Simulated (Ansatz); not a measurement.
# (KF)1(LiBr)3 [001] superlattice, started as rocksalt type: phonons and vibrational spectra, part 2 of 2

Aim: the phonons of (KF)1(LiBr)3 [001] superlattice, started as rocksalt type at a cell relaxed beforehand at this level.

Ansatz 0.2.0; DFT PBEsol, scalar-relativistic, plane waves, PAW.

So far: Set-up; Linear response at the zone centre.

The structure was built from a prototype and need not be the compound's stable phase.

## (2) Linear response at the zone centre (continued)

Born charge (rows field, columns displacement) (e), principal values of the symmetric part by kind of site:

| atom | atoms with these values | low | middle | high | mean |
| --- | --- | --- | --- | --- | --- |
| Br1 | 2 | -1.24 | -1.24 | -0.86 | -1.11 |
| Br2 | 1 | -1.20 | -1.20 | -0.94 | -1.12 |
| F4 | 1 | -1.45 | -1.23 | -1.23 | -1.30 |
| K5 | 1 | 1.14 | 1.14 | 1.32 | 1.20 |
| Li6 | 2 | 0.92 | 1.27 | 1.27 | 1.16 |
| Li7 | 1 | 0.94 | 1.22 | 1.22 | 1.13 |

In full for Li6:

```
1.27 0.00 0.00
0.00 1.27 0.00
0.00 0.00 0.92
```

High-frequency dielectric tensor:

```
3.04 0.00 0.00
0.00 3.04 0.00
0.00 0.00 2.84
```

Transverse modes; imaginary modes are left out. Lines of the infrared spectrum (strongest = 100):

| position (cm⁻¹) | label | relative intensity |
| --- | --- | --- |
| 40 | Eu | 0.2 |
| 49 | Eg | 0.0 |
| 72 | Eu | 0.0 |
| 86 | A1g | 0.0 |
| 105 | A2u | 1.9 |
| 133 | A2u | 3.7 |
| 177 | Eu | 11 |
| 184 | A2u | 3.2 |
| 195 | A1g | 0.0 |
| 227 | Eu | 100 |
| 228 | Eg | 0.0 |
| 230 | Eu | 0.1 |
| 252 | A2u | 4.6 |

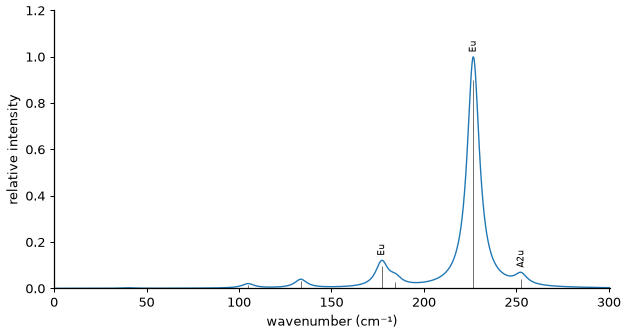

The infrared spectrum, broadened with Lorentzians of width 8 cm⁻¹; bars mark the lines.

Activity x (w_L - w)^4 (n + 1)/w, 532 nm, 300 K; imaginary modes are left out; modes without the macroscopic field alone. Lines of the Raman spectrum (strongest = 100):

| position (cm⁻¹) | label | relative intensity |
| --- | --- | --- |
| 40 | Eu | 0.0 |
| 49 | Eg | 9.3 |
| 72 | Eu | 0.0 |
| 86 | A1g | 100 |
| 105 | A2u | 0.0 |
| 133 | A2u | 0.0 |
| 177 | Eu | 0.0 |
| 184 | A2u | 0.0 |
| 195 | A1g | 70 |
| 227 | Eu | 0.0 |
| 228 | Eg | 0.9 |
| 230 | Eu | 0.0 |
| 252 | A2u | 0.0 |

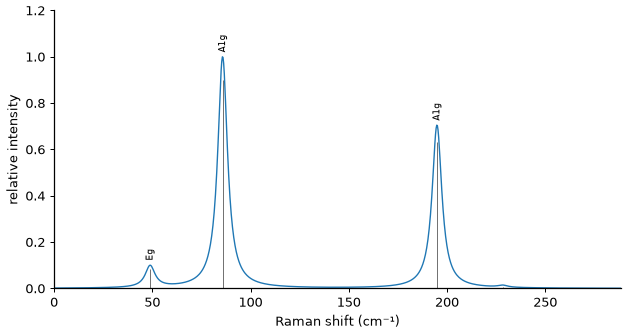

The Raman spectrum, broadened with Lorentzians of width 6 cm⁻¹; bars mark the lines.

Before it was imposed, the acoustic sum rule was missed by 4.3e-4 eV/Å² and the charge sum rule by 0.011 e. Small misses are needed for a sound result but don't prove that mesh and cutoff are converged. The lowest optical mode is imaginary, 142.6i cm⁻¹, so the energy falls along it.

## (3) Another isotope, element Br, natural mass 79.904 amu

An isotope changes the mass and not the force constants, so no new electronic calculation is needed; the shifts show which modes move this element.

The same force constants with the mass of Br changed from 79.904 to 80.916 u (phonopy, no LO-TO term). Both lists are sorted by frequency; levels can cross, so a row need not hold one and the same mode. Modes under 3 cm⁻¹ are left out. Isotope shifts, by row:

| q | rank | natural mass (cm⁻¹) | changed mass (cm⁻¹) |
| --- | --- | --- | --- |
| 0 0 0 | 1 | -142.6 | -142.6 |
| 0 0 0 | 5 | 40.05 | 40.01 |
| 0 0 0 | 6 | 40.05 | 40.01 |
| 0 0 0 | 7 | 48.93 | 48.64 |
| 0 0 0 | 8 | 48.93 | 48.64 |
| 0 0 0 | 9 | 71.72 | 71.3 |
| 0 0 0 | 10 | 71.72 | 71.3 |
| 0 0 0 | 11 | 85.79 | 85.31 |
| 0 0 0 | 12 | 104.9 | 104.3 |
| 0 0 0 | 13 | 133.4 | 133.1 |
| 0 0 0 | 14 | 177.2 | 177.2 |
| 0 0 0 | 15 | 177.2 | 177.2 |
| 0 0 0 | 16 | 184.5 | 184.5 |
| 0 0 0 | 17 | 194.9 | 194.7 |
| 0 0 0 | 18 | 226.7 | 226.6 |
| 0 0 0 | 19 | 226.7 | 226.6 |
| 0 0 0 | 20 | 228.4 | 228.3 |
| 0 0 0 | 21 | 228.4 | 228.3 |
| 0 0 0 | 22 | 230.3 | 230.2 |
| 0 0 0 | 23 | 230.3 | 230.2 |
| 0 0 0 | 24 | 252.5 | 252.5 |

A mode of this element alone would shift by -0.63 %. The highest zone-centre frequency without the field goes from 252.5 to 252.5 cm⁻¹ (-0.0 %).

## (4) Another isotope, element K, natural mass 39.0983 amu

The same for K, from 39.10 to 40.96 u.

The same force constants with the mass of K changed from 39.098 to 40.962 u (phonopy, no LO-TO term). Both lists are sorted by frequency; levels can cross, so a row need not hold one and the same mode. Modes under 3 cm⁻¹ are left out. Isotope shifts, by row:

| q | rank | natural mass (cm⁻¹) | changed mass (cm⁻¹) |
| --- | --- | --- | --- |
| 0 0 0 | 1 | -142.6 | -142.6 |
| 0 0 0 | 5 | 40.05 | 39.5 |
| 0 0 0 | 6 | 40.05 | 39.5 |
| 0 0 0 | 7 | 48.93 | 48.93 |
| 0 0 0 | 8 | 48.93 | 48.93 |
| 0 0 0 | 9 | 71.72 | 71.71 |
| 0 0 0 | 10 | 71.72 | 71.71 |
| 0 0 0 | 11 | 85.79 | 85.79 |
| 0 0 0 | 12 | 104.9 | 104.5 |
| 0 0 0 | 13 | 133.4 | 132.2 |
| 0 0 0 | 14 | 177.2 | 176 |
| 0 0 0 | 15 | 177.2 | 176 |
| 0 0 0 | 16 | 184.5 | 183.5 |
| 0 0 0 | 17 | 194.9 | 194.9 |
| 0 0 0 | 18 | 226.7 | 226.7 |
| 0 0 0 | 19 | 226.7 | 226.7 |
| 0 0 0 | 20 | 228.4 | 228.4 |
| 0 0 0 | 21 | 228.4 | 228.4 |
| 0 0 0 | 22 | 230.3 | 230.3 |
| 0 0 0 | 23 | 230.3 | 230.3 |
| 0 0 0 | 24 | 252.5 | 252 |

A mode of this element alone would shift by -2.30 %. The highest zone-centre frequency without the field goes from 252.5 to 252.0 cm⁻¹ (-0.2 %).

## (5) Isotope substitution, element Li, natural mass 6.94 amu

The same for Li, from 6.94 to 6.02 u.

A mode of this element alone would shift by +7.41 %. The highest zone-centre frequency without the field goes from 252.5 to 266.3 cm⁻¹ (+5.5 %).

## (6) Outcome

- space group (within 0.01 Å): P4/mmm
- volume per atom: 20.7 Å³
- gap on the k-mesh: 4.96 eV
- highest optical mode at the zone centre (no LO-TO term): 253 cm⁻¹
- top of the zone-centre spectrum with the field: 364 cm⁻¹
- lowest optical zone-centre mode: -143 cm⁻¹
- mean high-frequency dielectric constant: 2.98
- largest Born charge (third of the trace): -1.30 e
- imaginary modes at Γ (the only wavevector solved): yes

**Reading.** A zone-centre mode is imaginary (142.6i cm⁻¹), so this structure is not a minimum of the energy. Without the field, the optical modes at Γ span -143 to 253 cm⁻¹ (negative means imaginary). No dispersion was computed. The highest mode in this list at Γ, 252.5 cm⁻¹, is mostly motion of Li (72 % of the kinetic energy). With the macroscopic field of the longitudinal modes the top of the zone-centre spectrum lies at 364 cm⁻¹, against 253 cm⁻¹ without it. Among the real modes, the strongest infrared line is at 227 cm⁻¹. Averaged over orientations, the strongest Raman line at 532 nm and 300 K is at 86 cm⁻¹. The starting cell was built on a prototype and not taken from a measurement, so the phase need not exist. These are harmonic frequencies at zero temperature: anharmonic shifts, linewidths and thermal expansion are left out.

[Logs are printed without paths, hosts, clocks, repeated set-up lines and the standing remarks that a program may print on its own settings, such as how far it seeks lower states.]

[Hosts, paths, dates, database ids (printed as entryN), source tags and the programs' standing remarks are cut or masked in the printed files.]
